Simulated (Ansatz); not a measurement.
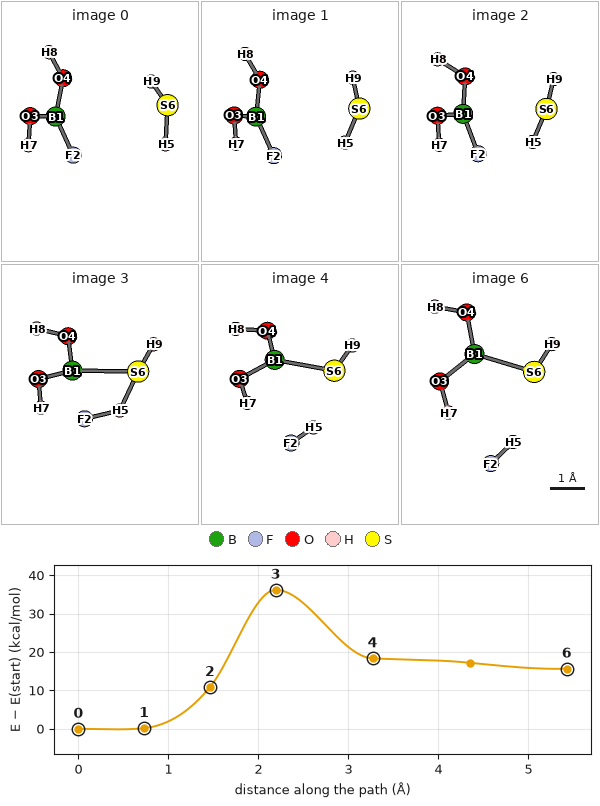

A nudged-elastic-band calculation for BH₄SO₂F, made up at the start of BH₂O₂F and H2S. Images are numbered from 0 (start) to 6 (end). Style: ball-and-stick. Shown at a tilt.

Theory: RKS PBE0-D4/def2-SVP (Ansatz 0.2.0).

Input
```yaml
crystal:
  periodic: [false, false, false]
  atoms:
    - {symbol: B, position_ang: [-0.526103, 0.399771, 0.733652]}
    - {symbol: F, position_ang: [-0.288676, 1.542834, 0.086747]}
    - {symbol: O, position_ang: [-1.746500, -0.192358, 0.680718]}
    - {symbol: O, position_ang: [0.483920, -0.124250, 1.469941]}
    - {symbol: H, position_ang: [1.192103, 0.546784, -2.147874]}
    - {symbol: S, position_ang: [1.223556, -0.788562, -2.022114]}
    - {symbol: H, position_ang: [-2.363492, 0.261178, 0.102342]}
    - {symbol: H, position_ang: [0.225311, -0.937960, 1.908863]}
    - {symbol: H, position_ang: [1.799881, -0.707538, -0.812375]}
basis:
  gaussian: {orbitals: def2-SVP}
hamiltonian: {xc: pbe0, dispersion: d4}
neb:
  images: 5
  climbing: true
  max_iterations: 40
  initial_path: idpp
  final_atoms:
    - {symbol: B, position_ang: [-0.100492, -0.563790, 0.441116]}
    - {symbol: F, position_ang: [-0.540341, 2.105709, -1.385240]}
    - {symbol: O, position_ang: [-1.249401, 0.135980, 0.570294]}
    - {symbol: O, position_ang: [0.380465, -1.324872, 1.452594]}
    - {symbol: H, position_ang: [0.203622, 1.532866, -1.441834]}
    - {symbol: S, position_ang: [0.846007, -0.540451, -1.149490]}
    - {symbol: H, position_ang: [-1.404433, 0.796278, -0.116738]}
    - {symbol: H, position_ang: [-0.160652, -1.249408, 2.245036]}
    - {symbol: H, position_ang: [2.025226, -0.892413, -0.615837]}
```

Command:
```bash
ansatz run in.yaml --threads 4 --pin off --events-out ev --progress --plain --max-ram 9574MiB
```

Read off the barrier and say what moves.

Answer. Breaking: B1–F2 (1.33 → 1.66 at the top → 3.26 Å), H5–S6 (1.34 → 1.62 at the top → 2.19 Å). Forming: B1–S6 (3.47 → 2.06 at the top → 1.85 Å), F2–H5 (2.86 → 1.17 at the top → 0.94 Å). The energy climbs by 36.2 kcal/mol to image 3 and then falls by 20.5 kcal/mol, so the end point sits at +15.7 kcal/mol. The band converged in 25 iterations. The largest component of the band force went from 4.5 to 0.046 eV/Å. The climbing image converged on the top of the path. Its curvatures weren't checked. The largest force component is 0.21 eV/Å at the start and 0.19 eV/Å at the end; an end with forces this large is no minimum, and the barrier measured from it can be far off.

Limits of the set-up: the start holds two separate molecules, 2.7 Å apart at their closest, whose relative position is a soft coordinate.

The run took 3.5 min on 4 threads of Intel Xeon Platinum 8259CL @ 2.50GHz, with other jobs on the host.
